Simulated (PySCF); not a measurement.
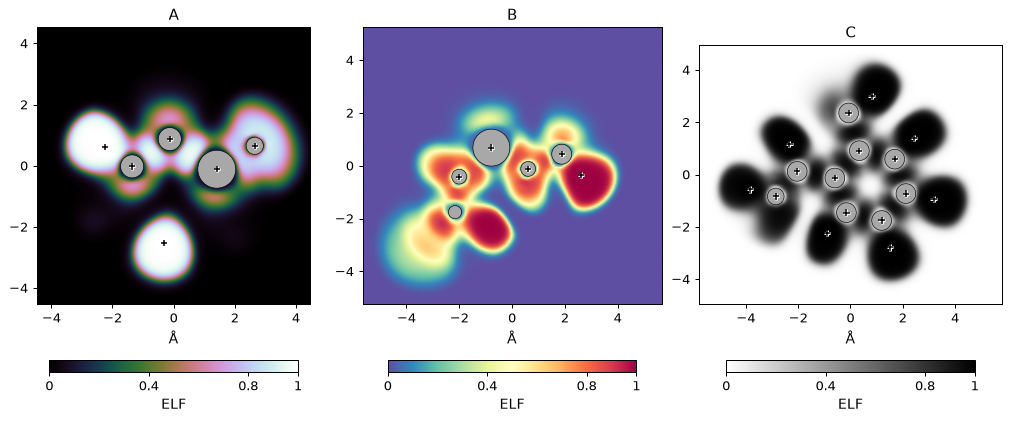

The ELF of 3 systems, each on a plane through atoms (crosses mark nuclei in the plane; grey discs cover the cores).

Level of theory: PySCF, PBE0/pcSseg-1, SCF density, gas phase, non-relativistic.

System 1: C$_{5}$H$_{11}$OP (SMILES O=[PH]1CCCCC1), the plane of atoms C7, C6 and H15. Geometry: GFN2-xTB.

```csv
atom,x (Å),y (Å),z (Å)
O,0.3414,-2.6395,1.5009
P,0.1767,-1.6159,0.4664
C,-1.3427,-0.6121,0.5864
C,-1.3561,0.5021,-0.4506
C,-0.1494,1.4270,-0.3082
C,1.1685,0.7266,-0.6318
C,1.4978,-0.3595,0.3826
H,0.1279,-2.1197,-0.8365
H,-1.3631,-0.2083,1.6042
H,-2.2050,-1.2759,0.4802
H,-2.2743,1.0853,-0.3432
H,-1.3564,0.0645,-1.4517
H,-0.2734,2.2754,-0.9847
H,-0.1110,1.8169,0.7118
H,1.9757,1.4634,-0.6482
H,1.1039,0.2834,-1.6284
H,2.4398,-0.8620,0.1469
H,1.5908,0.0545,1.3923
```

System 2: C$_{4}$H$_{9}$NO$_{2}$Si, the plane of atoms C1, O2 and Si3. Geometry: GFN2-xTB, MD frame at 250 fs, 200 K.

```yaml
atoms:
  - { symbol: C, position_ang: [-1.2794, 2.3149, -0.7049] }
  - { symbol: O, position_ang: [-0.4082, 1.3571, -0.2127] }
  - { symbol: Si, position_ang: [-0.8172, -0.0459, 0.4642] }
  - { symbol: C, position_ang: [-1.5512, -1.2885, -0.8229] }
  - { symbol: O, position_ang: [0.5644, -0.8441, 0.8463] }
  - { symbol: C, position_ang: [1.8959, -0.5075, 1.0736] }
  - { symbol: C, position_ang: [2.8735, -1.4144, 0.4355] }
  - { symbol: N, position_ang: [3.7042, -2.1265, 0.0973] }
  - { symbol: H, position_ang: [-0.7096, 3.1508, -1.0761] }
  - { symbol: H, position_ang: [-1.9058, 2.7418, 0.1503] }
  - { symbol: H, position_ang: [-1.9446, 1.8676, -1.4395] }
  - { symbol: H, position_ang: [-1.5569, 0.1960, 1.7327] }
  - { symbol: H, position_ang: [-2.5597, -1.2433, -1.1644] }
  - { symbol: H, position_ang: [-0.8715, -1.2567, -1.6464] }
  - { symbol: H, position_ang: [-1.3323, -2.2697, -0.4431] }
  - { symbol: H, position_ang: [2.0346, 0.5254, 0.6317] }
  - { symbol: H, position_ang: [2.0781, -0.4062, 2.2065] }
```

System 3: C$_{8}$H$_{9}$N (SMILES [H]/N=C/c1ccccc1C), the plane of atoms C4, C5 and C6. Geometry: GFN2-xTB.

```yaml
atoms:
  - { symbol: C, position_ang: [-0.0693, 2.1632, 0.2052] }
  - { symbol: C, position_ang: [-0.4178, 0.7076, 0.0977] }
  - { symbol: C, position_ang: [-1.7493, 0.3188, 0.1652] }
  - { symbol: C, position_ang: [-2.1205, -1.0109, 0.0711] }
  - { symbol: C, position_ang: [-1.1521, -1.9883, -0.0944] }
  - { symbol: C, position_ang: [0.1757, -1.6232, -0.1642] }
  - { symbol: C, position_ang: [0.5603, -0.2844, -0.0702] }
  - { symbol: C, position_ang: [1.9820, 0.0378, -0.1516] }
  - { symbol: N, position_ang: [2.8411, -0.8749, -0.3040] }
  - { symbol: H, position_ang: [0.4435, 2.5066, -0.6928] }
  - { symbol: H, position_ang: [0.5815, 2.3447, 1.0600] }
  - { symbol: H, position_ang: [-0.9698, 2.7599, 0.3314] }
  - { symbol: H, position_ang: [-2.5123, 1.0740, 0.2937] }
  - { symbol: H, position_ang: [-3.1651, -1.2817, 0.1270] }
  - { symbol: H, position_ang: [-1.4352, -3.0276, -0.1689] }
  - { symbol: H, position_ang: [0.9548, -2.3577, -0.2932] }
  - { symbol: H, position_ang: [2.2369, 1.1017, -0.0726] }
  - { symbol: H, position_ang: [3.8068, -0.5593, -0.3508] }
```

> Match each panel to its system.

Panel A is system 1, C$_{5}$H$_{11}$OP: the plane holds O, P, C and H. P–O (1.46 Å): the ELF peaks at about 0.80 between the atoms, as expected for a short, strongly polar bond. Panel B is system 2, C$_{4}$H$_{9}$NO$_{2}$Si: the plane holds C, O, Si and H. C–O (1.39 Å): the ELF peaks at about 0.90 between the atoms (a shared but strongly polarised pair). Panel C is system 3, C$_{8}$H$_{9}$N: the plane holds C, N and H. C–N (1.26 Å): the ELF peaks at about 0.90 between the atoms; a short, multiple covalent bond.
